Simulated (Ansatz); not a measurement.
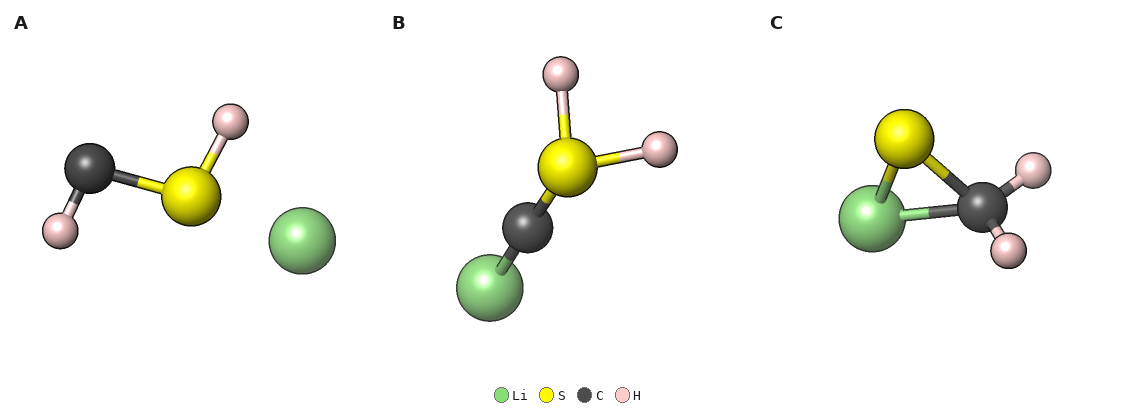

3 stationary structures of one formula. The species has charge −1 and is a spin singlet. Geometries: PBE-D4/def2-SVPD. Electronic energies: PBE-D4/def2-SVPD (Ansatz 0.2.0), without zero-point energy. No frequency run is at hand to confirm each as a minimum.

> Which is lowest in energy, and by how much?

C is lowest (Cs); A lies 297.9 kJ/mol above it (C1), B lies 452.9 kJ/mol above it (Cs).
